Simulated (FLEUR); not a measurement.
Band structure of IrRh₃ (Pm-3m, 4 atoms in the cell).

```
CELL_PARAMETERS angstrom
      3.81706     0.00000     0.00000
      0.00000     3.81706     0.00000
      0.00000     0.00000     3.81706
ATOMIC_POSITIONS crystal
  Ir 0.00000 0.00000 0.00000
  Rh 0.00000 0.50000 0.50000
  Rh 0.50000 0.00000 0.50000
  Rh 0.50000 0.50000 0.00000
```

Level of theory: LDA (Perdew-Zunger), all-electron FLAPW (FLEUR), scalar-relativistic valence in FLEUR.

Settings: Kmax = 4.3 1/bohr; GmaxXC = 12.9 1/bohr; xcFunctional = pz; jspins = 1; l_soc = F; mode = hist; fermiSmearingEnergy = 0.00367493 Htr; mesh (inpgen div1-3) = 6 6 6; inpgen gamma flag = true; Gmax = 12.9 1/bohr; numbands = 0; maxIterBroyd = 25; imix = Anderson; alpha = 0.05.

The starting cell comes from a database of computed structures (which also holds hypothetical and non-ambient phases and stackings), without a prior relaxation at this level. Spin-orbit coupling is off. Spin polarisation is off. Values depend on the basis (sphere radii, cutoffs, local orbitals), which need not be converged.

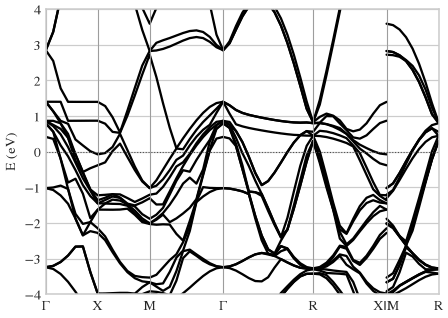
*Bands along the path, energies from the Fermi level.*

Levels in eV from the Fermi level, bands 27 to 34:
| point | 27 | 28 | 29 | 30 | 31 | 32 | 33 | 34 |
|---|---|---|---|---|---|---|---|---|
| Γ | 0.80 | 0.87 | 0.87 | 0.87 | 1.40 | 1.40 | 1.40 | 2.85 |
| X | -1.45 | -1.45 | -1.36 | -1.22 | -0.38 | -0.07 | 0.87 | 1.40 |
| M | -2.01 | -1.88 | -1.30 | -1.21 | -1.02 | -1.02 | 2.72 | 2.83 |
| R | 0.30 | 0.45 | 0.45 | 0.45 | 0.56 | 0.80 | 0.80 | 0.83 |
